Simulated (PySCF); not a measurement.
# What a change does: NMR shielding calculation on C4H3FN

System: C4H3FN, charge −1, SMILES Fc1ccc[n-]1.
Method of the first run: GIAO B97-2/pcSseg-2 NMR shielding, non-relativistic, gas phase (PySCF 2.14.0).

The geometry comes from this level: PBE0-D3(BJ)/def2-SVP. Text and figures count atoms from 1; the logs count them from 0 in places.

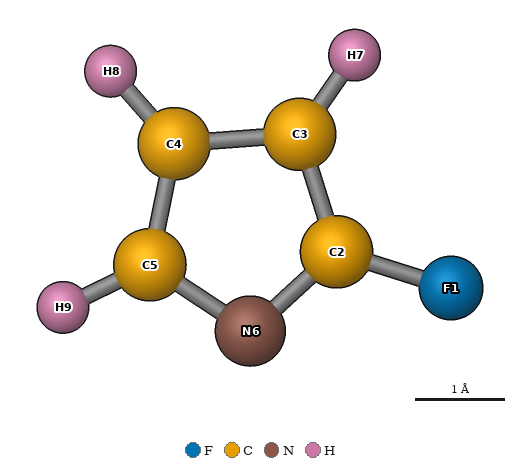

Figure 1. The structure as given in the input (ball-and-stick view, seen on its broad side; atoms are numbered from 1 in the order of the input).

## Input, the first run
```
{"job": {"kind": "nmr", "xc": "B97-2", "basis": "pcSseg-2", "pop": false}, "charge": -1, "multiplicity": 1}
F      2.611079    -0.117822     0.117033
C      1.256426    -0.047577     0.000180
C      0.534836     1.114753    -0.275945
C     -0.816297     0.663485    -0.293682
C     -0.757498    -0.707730    -0.027403
N      0.523695    -1.140687     0.154517
H      0.924817     2.120987    -0.437713
H     -1.709980     1.267113    -0.477487
H     -1.596703    -1.409350     0.042091
```

The first line tells a small driver script what to run in PySCF; the rest is the geometry in Å.

Hardware: 1 CPU thread, shared host.

## Output (the first run)
```
coarse grid: 8352 points
cycle   1  E = -308.7373786064  dE =  9.899e-01  |g| = 6.716e-01  |ddm| = 2.336e+00
cycle   2  E = -308.6639300664  dE =  7.345e-02  |g| = 9.203e-01  |ddm| = 2.699e+00
cycle   3  E = -308.8423561625  dE = -1.784e-01  |g| = 1.104e-01  |ddm| = 1.936e+00
cycle   4  E = -308.8442005397  dE = -1.844e-03  |g| = 6.082e-02  |ddm| = 1.367e-01
cycle   5  E = -308.8450133782  dE = -8.128e-04  |g| = 1.257e-02  |ddm| = 7.454e-02
cycle   6  E = -308.8450448957  dE = -3.152e-05  |g| = 6.488e-03  |ddm| = 1.652e-02
cycle   7  E = -308.8450550648  dE = -1.017e-05  |g| = 8.720e-04  |ddm| = 6.602e-03
cycle   8  E = -308.8450552130  dE = -1.482e-07  |g| = 4.163e-04  |ddm| = 8.892e-04
final grid: 83544 points
cycle   9  E = -308.8436937336  dE = -8.448e-05  |g| = 5.157e-03  |ddm| = 7.057e-02
cycle  10  E = -308.8436907433  dE =  2.990e-06  |g| = 6.848e-03  |ddm| = 8.661e-03
cycle  11  E = -308.8436973671  dE = -6.624e-06  |g| = 5.863e-04  |ddm| = 4.722e-03
cycle  12  E = -308.8436974032  dE = -3.612e-08  |g| = 3.540e-04  |ddm| = 9.210e-04
cycle  13  E = -308.8436974336  dE = -3.038e-08  |g| = 5.192e-05  |ddm| = 4.721e-04
cycle  14  E = -308.8436974340  dE = -4.188e-10  |g| = 2.669e-05  |ddm| = 6.528e-05
converged SCF energy = -308.8436974340

GIAO shielding tensors (ppm)
atom      isotropic    diamagn.    paramagn.     s11        s22        s33       span
  0 F      320.560     470.904    -150.344    233.297    353.410    374.972    141.674
  1 C       16.641     250.102    -233.462    -44.873     42.826     51.969     96.842
  2 C      106.336     255.143    -148.807     52.171    106.792    160.046    107.875
  3 C       81.921     253.288    -171.366     -2.637     95.996    152.405    155.042
  4 C       65.613     251.866    -186.253    -10.571     81.766    125.645    136.216
  5 N        0.048     330.097    -330.049   -182.259    -26.436    208.840    391.098
  6 H       26.423      33.141      -6.718     24.698     26.721     27.850      3.151
  7 H       25.675      33.223      -7.548     24.503     25.736     26.786      2.282
  8 H       25.343      32.797      -7.454     22.830     25.240     27.958      5.127
```

The input of the second run differs as follows (lines with − go, lines with + come):
```diff
-"xc": "B97-2"
+"xc": "WP04"
```

How does the second run compare with the first run?

The total energies belong to different methods, so their difference says nothing on which is more stable or more accurate. The HOMO goes from −0.02 to −1.31 eV. The LUMO goes from 4.96 to 3.79 eV. Of all shieldings, the largest change is that of N6, by −17.2 ppm. The functional changes from B97-2 to WP04. The SCF takes 15 iterations against 14.

## Output (the second run)
```
coarse grid: 8352 points
cycle   1  E = -315.3684529317  dE =  9.091e-01  |g| = 9.944e-01  |ddm| = 2.352e+00
cycle   2  E = -315.1259527190  dE =  2.425e-01  |g| = 1.475e+00  |ddm| = 4.106e+00
cycle   3  E = -315.5663128661  dE = -4.404e-01  |g| = 2.206e-01  |ddm| = 3.496e+00
cycle   4  E = -315.5753190741  dE = -9.006e-03  |g| = 9.522e-02  |ddm| = 2.296e-01
cycle   5  E = -315.5772494643  dE = -1.930e-03  |g| = 2.619e-02  |ddm| = 9.291e-02
cycle   6  E = -315.5774004294  dE = -1.510e-04  |g| = 1.023e-02  |ddm| = 2.883e-02
cycle   7  E = -315.5774255302  dE = -2.510e-05  |g| = 1.844e-03  |ddm| = 8.685e-03
cycle   8  E = -315.5774262794  dE = -7.493e-07  |g| = 7.327e-04  |ddm| = 1.800e-03
final grid: 83544 points
cycle   9  E = -315.5862985399  dE = -1.057e-04  |g| = 7.998e-03  |ddm| = 6.911e-02
cycle  10  E = -315.5862779454  dE =  2.059e-05  |g| = 1.294e-02  |ddm| = 1.752e-02
cycle  11  E = -315.5863121079  dE = -3.416e-05  |g| = 1.454e-03  |ddm| = 1.077e-02
cycle  12  E = -315.5863124249  dE = -3.171e-07  |g| = 7.545e-04  |ddm| = 1.631e-03
cycle  13  E = -315.5863125344  dE = -1.095e-07  |g| = 3.282e-04  |ddm| = 7.092e-04
cycle  14  E = -315.5863125577  dE = -2.331e-08  |g| = 5.622e-05  |ddm| = 3.352e-04
cycle  15  E = -315.5863125582  dE = -5.186e-10  |g| = 2.705e-05  |ddm| = 5.381e-05
converged SCF energy = -315.5863125582

GIAO shielding tensors (ppm)
atom      isotropic    diamagn.    paramagn.     s11        s22        s33       span
  0 F      322.725     474.000    -151.276    239.247    348.510    380.417    141.170
  1 C        0.761     252.422    -251.661    -62.307     28.003     36.587     98.893
  2 C       90.523     255.808    -165.285     35.150     88.723    147.696    112.546
  3 C       66.915     255.026    -188.111    -19.037     78.682    141.100    160.136
  4 C       50.767     252.474    -201.707    -28.825     66.339    114.787    143.612
  5 N      -17.120     328.166    -345.286   -201.965    -45.114    195.718    397.683
  6 H       26.892      32.847      -5.955     25.108     27.556     28.013      2.905
  7 H       26.244      32.958      -6.713     25.016     26.510     27.207      2.190
  8 H       25.867      32.664      -6.797     23.452     25.960     28.190      4.738
```

## The two runs side by side

```csv
quantity,the first run,the second run
outcome,converged,converged
total energy (hartree),−308.843697,−315.586313
HOMO (eV),−0.02,−1.31
LUMO (eV),4.96,3.79
shielding of F1 (ppm),320.6,322.7
shielding of C2 (ppm),16.6,0.8
shielding of C3 (ppm),106.3,90.5
shielding of C4 (ppm),81.9,66.9
shielding of C5 (ppm),65.6,50.8
shielding of N6 (ppm),0.0,−17.1
shielding of H8 (ppm),25.7,26.2
SCF iterations,14,15
basis functions,258,258
wall time (shared host),19 s,21 s
```
